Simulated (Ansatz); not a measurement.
## Twisted Zr2CO2 MXene bilayer, 21.79° (70 atoms): geometry optimisation

Wanted: the relaxed structure of twisted Zr2CO2 MXene bilayer, 21.79° (70 atoms) and its electronic structure.

Calculated with Ansatz 0.2.0; Kohn-Sham DFT, PBE+D4, PAW (set soft_2), plane waves.

### Step 1. The starting structure

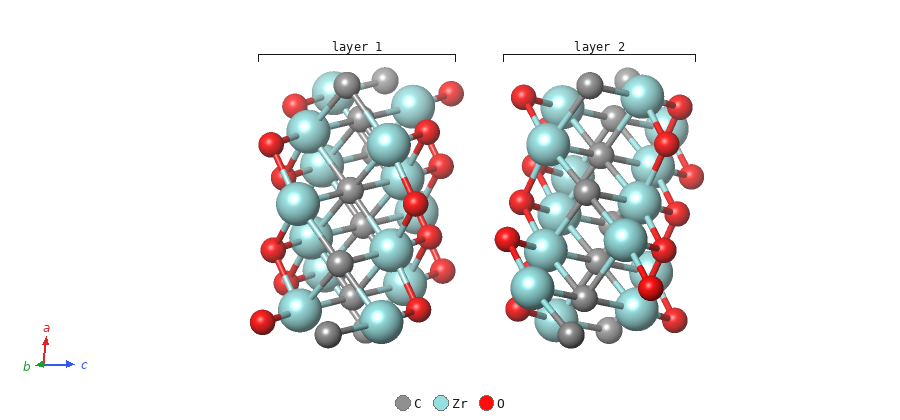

Start, viewed from the side, with the c axis across the page; carbon grey, zirconium light teal, oxygen red. Some periodic images of atoms are drawn too.

The cell holds 70 atoms: 14 C, 28 Zr and 28 O. Its edges and angles: a = 8.757 Å, b = 8.757 Å, c = 28.110 Å, α = 90.0°, β = 90.0°, γ = 120.0°. It derives from Zr2CO2 (Zr2CO2 MXene). Zr2CO2 MXene (a = 3.31 Å) under Zr2CO2 MXene (a = 3.31 Å), bilayer, commensurate cell of 7 unit cells a layer, twist 21.79 deg; facing planes 2.91 Å apart; 16 Å of vacuum; layers as built, displaced by a Gaussian of 0.01 Å. Regions: layer 1, 35 atoms (7 C, 14 Zr and 14 O); layer 2, 35 atoms (7 C, 14 Zr and 14 O). Vacuum lies along c.

Before any run, some limits are plain. Sampling is at Γ alone, for a cell whose shortest periodic width is 8 Å.

### Step 2. Single point at the start

The forces at the start show how far the geometry lies from a minimum of this functional.

Input file input.yaml:

```yaml
crystal:
  lattice:
    - [8.7574, 0.0, 0.0]
    - [-4.3787, 7.58413, 0.0]
    - [0.0, 0.0, 28.11]
  atoms:
    - { symbol: C, position: [0.00058, 0.99973, 0.36604] }
    - { symbol: Zr, position: [0.18937, 0.2383, 0.41504] }
    - { symbol: Zr, position: [0.24002, 0.04592, 0.31734] }
    - { symbol: O, position: [0.23888, 0.04798, 0.44757] }
    - { symbol: O, position: [0.19183, 0.23971, 0.28417] }
    - { symbol: C, position: [0.14125, 0.42821, 0.3662] }
    - { symbol: Zr, position: [0.33347, 0.66717, 0.41481] }
    - { symbol: Zr, position: [0.38013, 0.47502, 0.31751] }
    - { symbol: O, position: [0.38352, 0.47668, 0.44787] }
    - { symbol: O, position: [0.33265, 0.66578, 0.28461] }
    - { symbol: C, position: [0.2827, 0.85573, 0.36726] }
    - { symbol: Zr, position: [0.47498, 0.0957, 0.41589] }
    - { symbol: Zr, position: [0.52275, 0.90351, 0.31786] }
    - { symbol: O, position: [0.52374, 0.90501, 0.44757] }
    - { symbol: O, position: [0.47485, 0.09439, 0.28392] }
    - { symbol: C, position: [0.42608, 0.28384, 0.3661] }
    - { symbol: Zr, position: [0.61928, 0.52378, 0.41513] }
    - { symbol: Zr, position: [0.66602, 0.33226, 0.31759] }
    - { symbol: O, position: [0.66417, 0.33164, 0.4487] }
    - { symbol: O, position: [0.61988, 0.52517, 0.28414] }
    - { symbol: C, position: [0.57386, 0.71632, 0.36661] }
    - { symbol: Zr, position: [0.76171, 0.95426, 0.41508] }
    - { symbol: Zr, position: [0.81001, 0.76272, 0.31746] }
    - { symbol: O, position: [0.80917, 0.76093, 0.44826] }
    - { symbol: O, position: [0.76061, 0.95125, 0.28527] }
    - { symbol: C, position: [0.7135, 0.14236, 0.36677] }
    - { symbol: Zr, position: [0.90399, 0.38004, 0.41483] }
    - { symbol: Zr, position: [0.95388, 0.18841, 0.31839] }
    - { symbol: O, position: [0.95306, 0.18976, 0.44785] }
    - { symbol: O, position: [0.90454, 0.37958, 0.28467] }
    - { symbol: C, position: [0.85797, 0.57198, 0.36627] }
    - { symbol: Zr, position: [0.04831, 0.8106, 0.41578] }
    - { symbol: Zr, position: [0.09074, 0.61765, 0.31712] }
    - { symbol: O, position: [0.09412, 0.61666, 0.44762] }
    - { symbol: O, position: [0.04581, 0.81047, 0.28486] }
    - { symbol: C, position: [0.14237, 0.71288, 0.63326] }
    - { symbol: Zr, position: [0.38049, 0.90301, 0.68186] }
    - { symbol: Zr, position: [0.33408, 0.66722, 0.58495] }
    - { symbol: O, position: [0.33558, 0.6666, 0.71506] }
    - { symbol: O, position: [0.38229, 0.90455, 0.5516] }
    - { symbol: C, position: [0.00153, 0.00033, 0.63365] }
    - { symbol: Zr, position: [0.237, 0.18874, 0.68317] }
    - { symbol: Zr, position: [0.18853, 0.94974, 0.5851] }
    - { symbol: O, position: [0.18847, 0.95221, 0.71564] }
    - { symbol: O, position: [0.23717, 0.18952, 0.55208] }
    - { symbol: C, position: [0.28532, 0.42954, 0.63399] }
    - { symbol: Zr, position: [0.52533, 0.61737, 0.68224] }
    - { symbol: Zr, position: [0.47508, 0.38279, 0.58508] }
    - { symbol: O, position: [0.47613, 0.3804, 0.71468] }
    - { symbol: O, position: [0.52587, 0.62055, 0.55251] }
    - { symbol: C, position: [0.57095, 0.85671, 0.63341] }
    - { symbol: Zr, position: [0.81064, 0.04585, 0.68228] }
    - { symbol: Zr, position: [0.76087, 0.81011, 0.58477] }
    - { symbol: O, position: [0.76405, 0.81116, 0.71534] }
    - { symbol: O, position: [0.80803, 0.04682, 0.55165] }
    - { symbol: C, position: [0.4284, 0.14158, 0.63391] }
    - { symbol: Zr, position: [0.66516, 0.3311, 0.68208] }
    - { symbol: Zr, position: [0.61763, 0.09538, 0.58501] }
    - { symbol: O, position: [0.61966, 0.09555, 0.71564] }
    - { symbol: O, position: [0.66633, 0.33217, 0.5516] }
    - { symbol: C, position: [0.71319, 0.57109, 0.63364] }
    - { symbol: Zr, position: [0.95347, 0.76522, 0.68244] }
    - { symbol: Zr, position: [0.90606, 0.52466, 0.58539] }
    - { symbol: O, position: [0.90666, 0.52544, 0.71486] }
    - { symbol: O, position: [0.94957, 0.76139, 0.55166] }
    - { symbol: C, position: [0.85583, 0.28417, 0.63329] }
    - { symbol: Zr, position: [0.09546, 0.47593, 0.68215] }
    - { symbol: Zr, position: [0.04608, 0.23714, 0.58468] }
    - { symbol: O, position: [0.04655, 0.23803, 0.71523] }
    - { symbol: O, position: [0.09544, 0.4756, 0.55133] }
kpoints:
  mp_grid: { grid: [1, 1, 1] }
hamiltonian:
  xc: pbe
  dispersion: d4
scf:
  occupations: { method: fixed }
output:
  forces: true
  populations: intrinsic
  dos:
    method: { smearing: { sigma: 0.1 } }
    de: 0.1
    projected:
      site_lists:
        C: [C]
        O: [O]
        Zr: [Zr]
        layer_1: [0, 1, 2, 3, 4, 5, 6, 7, 8, 9, 10, 11, 12, 13, 14, 15, 16, 17, 18, 19, 20, 21, 22, 23, 24, 25, 26, 27, 28, 29, 30, 31, 32, 33, 34]
        layer_2: [35, 36, 37, 38, 39, 40, 41, 42, 43, 44, 45, 46, 47, 48, 49, 50, 51, 52, 53, 54, 55, 56, 57, 58, 59, 60, 61, 62, 63, 64, 65, 66, 67, 68, 69]
  eigenvalues: true
```

Run with:

```sh
ansatz run input.yaml --threads 4 --pin off --max-ram 8192MiB --backend cpu --events-out ev --progress --plain --runs-dir out
```

Numbers of over 12 decimals in the logs are rounded to 6 here.

What it wrote:

```text
Engine: ansatz 0.2.0, x86_64-unknown-linux-gnu
Pseudopotentials: kind: paw
Pseudopotential: C, paw, valence charge 4, recommended cutoff 420 eV (normal), C.paw.azcp
Pseudopotential: Zr, paw, valence charge 12, recommended cutoff 420 eV (normal), Zr.paw.azcp
Pseudopotential: O, paw, valence charge 6, recommended cutoff 420 eV (normal), O.paw.azcp
[... 5 lines on functional and potentials left out ...]
Crystal: 70 atoms, lattice volume = 1866.989 Å³
Basis set: ecut = 420 eV, 36555 PW (Γ), exchange–correlation on 120×120×384 points (8 copies of the dense FFT grid, shifted against one another)
Bands: 350, of which v1, the nominal top of the filled ones, is band 280 counted from 1 (279 counted from 0)
Symmetry: 1 space group operations
Space group: P1 (ITA 1), of the structure as read, at distance tolerance 1.2e-4 Å
k-points: 1
[... 7 lines on functional and potentials left out ...]
Initial density: superposition of atomic densities (neutral atoms: chi_scale 0, normalization atom), corrected by the library's trained network
Initial wavefunctions: pseudopotential atomic-orbital guess
Functional: x = pbe(κ = 0.804, μ = 0.219515), c = pbe(β = 0.066725)
SCF iter   1: F=—  HF=-136646.704226 eV  |F-HF|=—  |Δ(HF+E_count)|=         —  Δρ=4.43e-3  dr2=5.14e-1  ethr=1.77e-3  ⟨swp⟩=5.0  Hψ=1350  notcnv=0  defer=54
preconditioner: auto → Resta (q_TF=auto, 2.232 Å⁻¹)  ε∞=3.8  [insulator: Δε(μ)=1.672 eV  Ē_g=9.488 eV  n_scr=336 (ndim 8)  ℏωp=15.8 eV  f_vac=0.491  ε∞_Penn≈3.8  vacuum switching on, ρ_ref=6.5e-3 e/Å³]
SCF iter   2: F=—  HF=-136646.614280 eV  |F-HF|=—  |Δ(HF+E_count)|=   8.99e-2  Δρ=1.86e-3  dr2=7.37e-2  ethr=9.18e-5  ⟨swp⟩=2.0  Hψ=546  notcnv=0  defer=67
SCF iter   3: F=—  HF=-136646.610180 eV  |F-HF|=—  |Δ(HF+E_count)|=   4.10e-3  Δρ=1.03e-3  dr2=2.01e-2  ethr=1.32e-5  ⟨swp⟩=3.0  Hψ=442  notcnv=0  defer=68
SCF iter   4: F=—  HF=-136646.614980 eV  |F-HF|=—  |Δ(HF+E_count)|=   4.80e-3  Δρ=9.30e-4  dr2=2.37e-2  ethr=3.59e-6  ⟨swp⟩=3.0  Hψ=472  notcnv=0  defer=68
SCF iter   5: F=—  HF=-136646.613717 eV  |F-HF|=—  |Δ(HF+E_count)|=   1.26e-3  Δρ=1.78e-4  dr2=6.97e-4  ethr=3.59e-6  ⟨swp⟩=2.0  Hψ=441  notcnv=0  defer=68
SCF iter   6: F=—  HF=-136646.613653 eV  |F-HF|=—  |Δ(HF+E_count)|=   6.34e-5  Δρ=7.28e-5  dr2=1.76e-4  ethr=1.25e-7  ⟨swp⟩=2.0  Hψ=466  notcnv=0  defer=52
SCF iter   7: F=—  HF=-136646.613645 eV  |F-HF|=—  |Δ(HF+E_count)|=   8.11e-6  Δρ=2.74e-5  dr2=1.95e-5  ethr=3.14e-8  ⟨swp⟩=2.0  Hψ=424  notcnv=0  defer=52
SCF iter   8: F=—  HF=-136646.616637 eV  |F-HF|=—  |Δ(HF+E_count)|=   2.99e-3  Δρ=8.97e-6  dr2=2.27e-6  ethr=3.49e-9  ⟨swp⟩=2.0  Hψ=518  notcnv=0  defer=52
SCF iter   9: F=—  HF=-136646.616637 eV  |F-HF|=—  |Δ(HF+E_count)|=   1.91e-8  Δρ=6.28e-6  dr2=1.04e-6  ethr=4.05e-10  ⟨swp⟩=2.0  Hψ=466  notcnv=0  defer=52
SCF iter  10: F=—  HF=-136646.616637 eV  |F-HF|=—  |Δ(HF+E_count)|=   1.36e-7  Δρ=2.34e-6  dr2=1.27e-7  ethr=1.86e-10  ⟨swp⟩=2.0  Hψ=466  notcnv=0  defer=52
SCF iter  11: F=-136646.616637 eV  HF=-136646.616637 eV  |F-HF|=4.02e-8  |Δ(HF+E_count)|=   3.99e-9  Δρ=1.33e-6  dr2=5.28e-8  ethr=1.79e-11  ⟨swp⟩=15.0  Hψ=1898  notcnv=0
SCF 1 converged in 11 iterations: F = -136646.616637 eV  dr2 = 5.28e-8
  greatest PAW one-centre occupation: 0.995 electrons in one spin orbital (limit 2), on the Zr atom at site 52 (counted from 0), in its partial waves of l = 0
SCF converged after 11 iterations
Free energy (F): -136646.616637 eV
Harris-Foulkes:  -136646.616637 eV  (|F-HF|=4.02e-8)
Internal energy: -136646.616637 eV  (E = F + TS)
E sigma→0 (E₀):  -136646.616637 eV
Fermi energy:    3.108109 eV
--- Per-component energies (eV) ---
  E_band       = -7590.808578
  E_kinetic    = 15515.928353
  E_local      = -519025.889784  (includes V_loc(G=0)·N_el)
  E_nonlocal   = 3856.402035
  E_hartree    = 252115.213790
  E_xc         = -7314.857976
  E_vxc        = -8879.234276  (∫ρ·V_xc dr)
  E_paw        = -88485.980475  (= ΣΔE_a)
  E_vpaw       = -3288.530899  (= ΣTr[D̂ρ^β])
  E_aug_tail   = 0.069249  (compensation charges beyond the density's cutoff)
  E_ewald      = 206704.579261
  E_disp       = -12.081090  (pairwise vdW)
  E_smearing   = -0.000000  (= −TS)
  E_closure    = 0.000000  (closes the sum)
  Σ components = -136646.616637   (vs F -136646.616637, Δ=0.00e0)
--- Forces (eV/Å), atoms counted from 1 ---
  atom   1  C     -0.07720169     0.10440772     0.18784383
  atom   2  Zr     0.18142211     0.12897600     0.39079681
  atom   3  Zr    -0.31242669     0.26613077    -0.31302287
  atom   4  O     -0.17560829    -0.02654160     0.32063074
  atom   5  O     -0.03465621    -0.15396709     0.14789791
  atom   6  C      0.15228873    -0.06545142     0.09482192
  atom   7  Zr    -0.03473789    -0.08601078     0.47404816
  atom   8  Zr     0.03524754     0.07462091    -0.60120219
  atom   9  O     -0.22958772    -0.08349263     0.01019635
  atom  10  O     -0.05399575     0.07710790     0.09760690
  atom  11  C      0.20817039     0.10823201    -0.38477054
  atom  12  Zr     0.18126190     0.01193352     0.21376652
  atom  13  Zr     0.06145739    -0.07348777    -0.50427361
  atom  14  O      0.02038354    -0.03003135     0.20052453
[...]
atom  69  O      0.08783021    -0.04215312     0.06182132
  atom  70  O     -0.00769827     0.00949654     0.23192594
  max |Σ_I F_I| component: 1.39e-4 eV/Å
--- Band table (eV) ---
  k-point 0: bands = ["-45.6954", "-45.6516", "-45.6341", "-45.6234", [... 334 levels ...], "7.4022", "7.4092", "7.4146", "7.4235", "7.4321", "7.4489", "7.4629", "7.5119", "7.5208", "7.5271", "7.5417", "7.5492"]
--- intrinsic populations: 70 sites ---
  site symbol       q [e]
     0      C      4.9466
     1     Zr     10.8572
     2     Zr     10.8490
[...]
69      O      6.6773
  spilling = 0.000000 (of n_electrons = 560.000000)
```

It took 13 s on 4 threads of Intel Xeon 6975P-C (Granite Rapids), shared host; peak memory 2.2 GiB.

Reading the cycles: dr2 is the Hartree energy of the density residual (eV), the measure of convergence; HF is the Harris–Foulkes estimate of the energy, which meets the free energy F at convergence.

The run gave:

| Quantity | Value |
| --- | --- |
| free energy | -136646.6166 eV |
| free energy per atom | -1952.0945 eV/atom |
| SCF cycles | 11 |
| r.m.s. force component | 0.246 eV/Å |
| longest force | 0.9457 eV/Å |
| Fermi energy | 3.108 eV |
| gap (highest filled to lowest empty level) | 1.52 eV |

The r.m.s. force component of 0.25 eV/Å sets the starting point.

Length of the force by element:

```
element  coordination  atoms  mean length of the force (eV/Å)  spread   least   most
      C           all     14                            0.210  0.0926  0.0889  0.451
      O           all     28                            0.211  0.0834  0.0739  0.417
     Zr           all     28                            0.593   0.156   0.281  0.946
```

### Step 3. Relaxation

With the cell held, the atoms are moved downhill towards a nearby minimum.

input.yaml, the sections that differ from step 2:

```yaml
output:
  forces: true
relax:
  f_tol: 0.03
  max_steps: 200
# crystal, kpoints, hamiltonian, scf: as in step 2
```

What it wrote:

```text
[...]
Crystal: 70 atoms, lattice volume = 1866.989 Å³
Basis set: ecut = 420 eV, 36555 PW (Γ), exchange–correlation on 120×120×384 points (8 copies of the dense FFT grid, shifted against one another)
Bands: 350, of which v1, the nominal top of the filled ones, is band 280 counted from 1 (279 counted from 0)
Symmetry: 1 space group operations
[...]
k-points: 1
[...]
SCF iter   1: F=—  HF=-136646.704126 eV  |F-HF|=—  |Δ(HF+E_count)|=         —  Δρ=4.44e-3  dr2=5.15e-1  ethr=1.77e-3  ⟨swp⟩=5.0  Hψ=1297  notcnv=0  defer=58
[...]
SCF iter   8: F=-136646.616635 eV  HF=-136646.616637 eV  |F-HF|=2.38e-6  |Δ(HF+E_count)|=   2.15e-6  Δρ=1.02e-5  dr2=3.33e-6  ethr=4.02e-9  ⟨swp⟩=5.0  Hψ=1039  notcnv=0
SCF 1 converged in 8 iterations: F = -136646.616635 eV  dr2 = 3.33e-6
[...]
relax step   1: F+E_penalty+E_count = -136646.61663509 eV  Δ(F+E_penalty+E_count) = +0.000e0 eV  max|allowed force component| = 8.655e-1 eV/Å  Δτ_max = 0.0000 Å  (8 SCF iters, dr2 threshold 2.25e-5 eV, accepted)
[...]
relax step   2: F+E_penalty+E_count = -136645.56384921 eV  Δ(F+E_penalty+E_count) = +1.053e0 eV  max|allowed force component| = 1.385e0 eV/Å  Δτ_max = 0.1280 Å  (8 SCF iters, dr2 threshold 4.68e-5 eV, rejected (line search))
[...]
relax step   3: F+E_penalty+E_count = -136646.92667680 eV  Δ(F+E_penalty+E_count) = -3.100e-1 eV  max|allowed force component| = 5.364e-2 eV/Å  Δτ_max = 0.0439 Å  (11 SCF iters, accepted)
[...]
relax step   4: F+E_penalty+E_count = -136646.92821640 eV  Δ(F+E_penalty+E_count) = -1.540e-3 eV  max|allowed force component| = 1.762e-3 eV/Å  Δτ_max = 0.0047 Å  (8 SCF iters, accepted)
SCF converged after 8 iterations
Free energy (F): -136646.928216 eV
[...]
Internal energy: -136646.928216 eV  (E = F + TS)
E sigma→0 (E₀):  -136646.928216 eV
Fermi energy:    3.177727 eV
[...]
--- Forces (eV/Å), atoms counted from 1 ---
  atom   1  C      0.00015557    -0.00045600    -0.00078111
  atom   2  Zr    -0.00044550     0.00016314     0.00050000
  atom   3  Zr     0.00030008    -0.00012261    -0.00125658
  atom   4  O      0.00029468    -0.00104643     0.00057896
  atom   5  O      0.00026765    -0.00134293     0.00028235
  atom   6  C     -0.00054993     0.00003561    -0.00076736
  atom   7  Zr     0.00055431    -0.00059328     0.00155463
  atom   8  Zr    -0.00034831     0.00047913     0.00011439
  atom   9  O     -0.00051147    -0.00005091    -0.00115902
  atom  10  O     -0.00039662     0.00022052    -0.00115780
  atom  11  C      0.00018791     0.00013339    -0.00057084
  atom  12  Zr    -0.00081898    -0.00006588    -0.00028945
  atom  13  Zr     0.00015479    -0.00019129     0.00051434
  atom  14  O     -0.00039759     0.00021767    -0.00034531
[...]
atom  69  O     -0.00023252    -0.00104560     0.00061696
  atom  70  O      0.00000053    -0.00027119     0.00102580
  max |Σ_I F_I| component: 1.26e-4 eV/Å
--- Relaxed structure (4 steps of the walk, 3 accepted, 0 SCFs on fresh bases) ---
  F+E_penalty+E_count = -136646.92821640 eV   max|allowed force component| = 1.762e-3 eV/Å
  atoms:
    - { symbol: C, position: [-0.000303397, 0.999770, 0.366603] }
    - { symbol: Zr, position: [0.190421, 0.237732, 0.416243] }
    - { symbol: Zr, position: [0.237732, 0.047388, 0.317011] }
    - { symbol: O, position: [0.237846, 0.046365, 0.448967] }
[...]
- { symbol: O, position: [0.095049, 0.475451, 0.551082] }
```

Run time: 28 s. Hardware: 4 threads; peak memory 2.1 GiB; 1.7 min of CPU time.

Step by step:

```
step  energy less that of the first step (eV)  largest force component (eV/Å)
   1                                   0.0000                          0.8655
   2                                   1.0528                          1.3852
   3                                  -0.3100                          0.0536
   4                                  -0.3116                          0.0018
```

Relaxation step 2 was tried and not accepted.

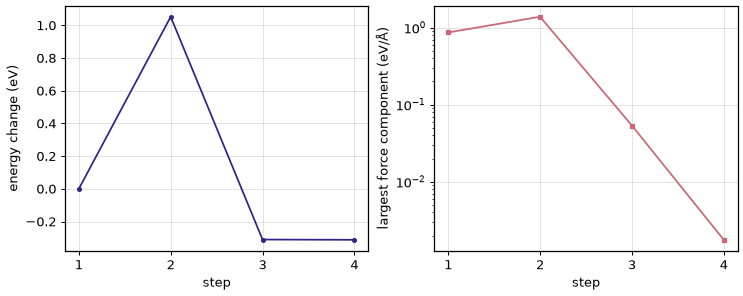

Energy and largest force along the relaxation.

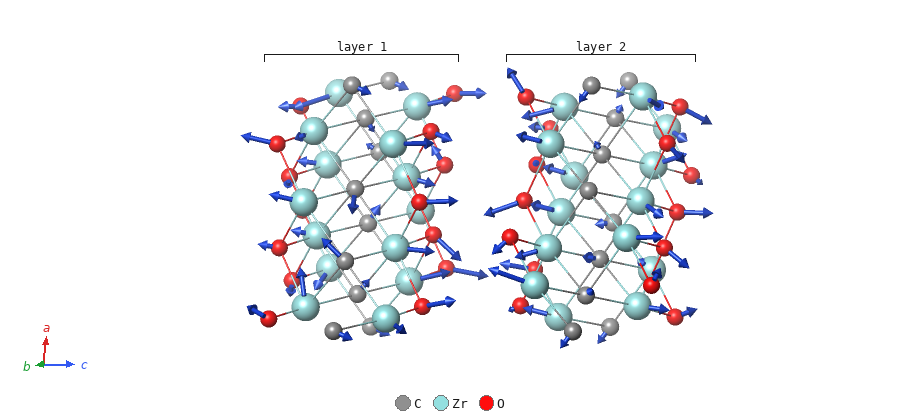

Displacements in the relaxation, exaggerated; the longest in the cell stands for 0.05 Å. Some periodic images of atoms are drawn too.

The atoms that moved most (Å):

```
atom      dx      dy      dz  length
Zr28  -0.023   0.013  -0.039   0.047
Zr43   0.006   0.020  -0.040   0.045
 O50  -0.010  -0.011  -0.040   0.043
  O4  -0.002  -0.012   0.039   0.041
 O34  -0.004   0.019   0.035   0.040
Zr63  -0.006  -0.009  -0.038   0.039
 O65   0.031   0.001  -0.020   0.037
  O9  -0.024  -0.008   0.027   0.037
```

The relaxation changed the energy by -4.45 meV/atom, and atoms moved by 0.027 Å r.m.s., 0.047 Å at most.

(Continued in part 2 of 2.)

[Logs are printed without paths, hosts, clocks, repeated set-up lines and the standing remarks that a program may print on its own settings, such as how far it seeks lower states.]

[Hosts, paths, dates, database ids (printed as entryN), source tags and the programs' standing remarks are cut or masked in the printed files.]
